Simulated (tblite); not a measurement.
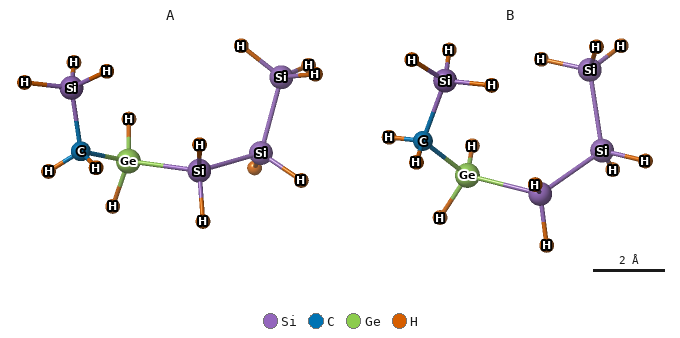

Two geometries of CH$_{14}$GeSi$_{4}$, drawn at one scale. One is the start of a relaxation, the other its converged end. Style: ball-and-stick. Shown at a tilt.

All numbers below come from tblite, GFN2-xTB geometry optimisation, gas phase. 

Which of the two is the end point?

Answer. Structure B is the relaxed one. After 268 geometry steps the energy has fallen by 52.5 kJ/mol. The largest move after the best rigid fit is that of an H atom, 1.85 Å. Largest moves by element: H 1.85 Å, Si 0.97 Å, Ge 0.41 Å, C 0.35 Å. Among the contacts that change: Si–Si 2.212 → 2.325 Å, Si–Si 2.230 → 2.318 Å, Ge–Si 2.290 → 2.346 Å, C–Si 1.846 → 1.893 Å. Bond angles that change, for instance: H–Ge–H 108.7° → 100.5°, C–Ge–Si 106.8° → 114.8°, Si–Si–H 107.8° → 114.2°. Groups turn about Ge–Si by about 40°, C–Ge by about 30°, Si–Si by about 30°. Cost: 5.1 s on 1 thread of Arm Neoverse N1 (shared host).
